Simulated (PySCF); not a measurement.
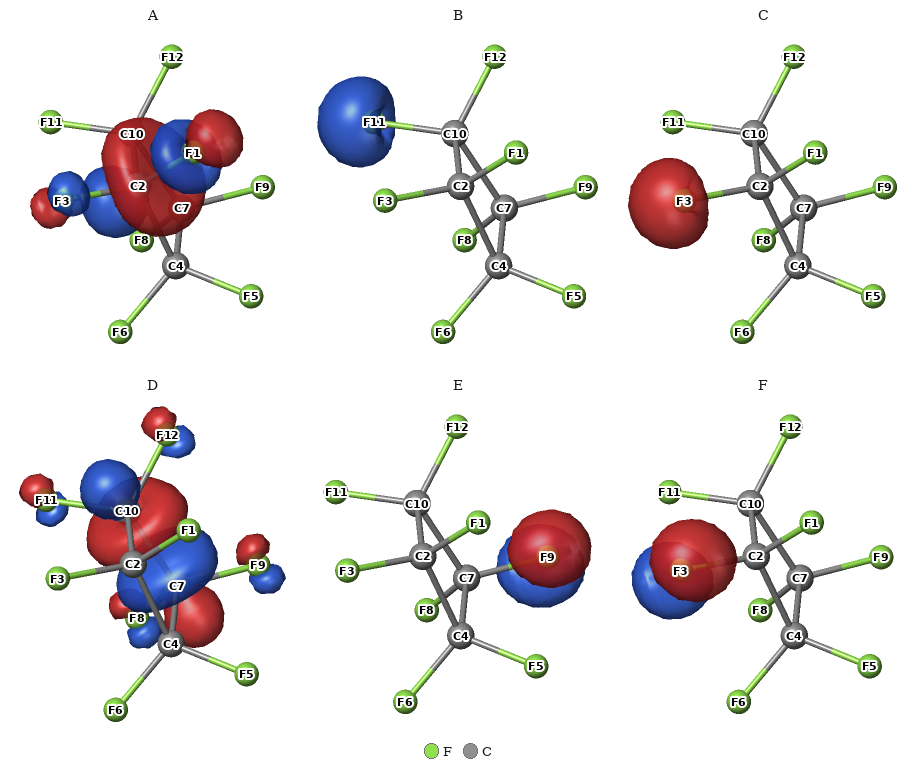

*C₄F₈, SMILES `FC1(F)C(F)(F)C(F)(F)C1(F)F`. Intrinsic bond orbitals (IBO), occupied and valence-virtual; each surface holds about 80 % of the orbital's density. Energies are diagonal elements of the Fock matrix.*

Level of theory: LDA (SVWN)/def2-SVP (PySCF), at a geometry from GFN2-xTB. No frequency check shows the geometry to be a minimum.

Q: What does each orbital represent in a Lewis picture?

A: By panel:
- A: σ* orbital C2–F1, mostly on C2 (C2 65 %, F1 31 %, F3 3 %; 4.0 eV)
- B: lone pair on F11 (sp0.4-type) (F11 100 %; −21.8 eV)
- C: lone pair on F3 (sp0.4-type) (F3 100 %; −21.7 eV)
- D: σ* orbital C7–C10 (C7 46 %, C10 46 %; 4.9 eV)
- E: lone pair on F9 (p-type) (F9 96 %; −11.6 eV)
- F: lone pair on F3 (p-type) (F3 96 %; −11.6 eV)

Q: How do all the valence pairs divide up?

A: 36 pairs: 24 lone pairs and 12 σ bonds.
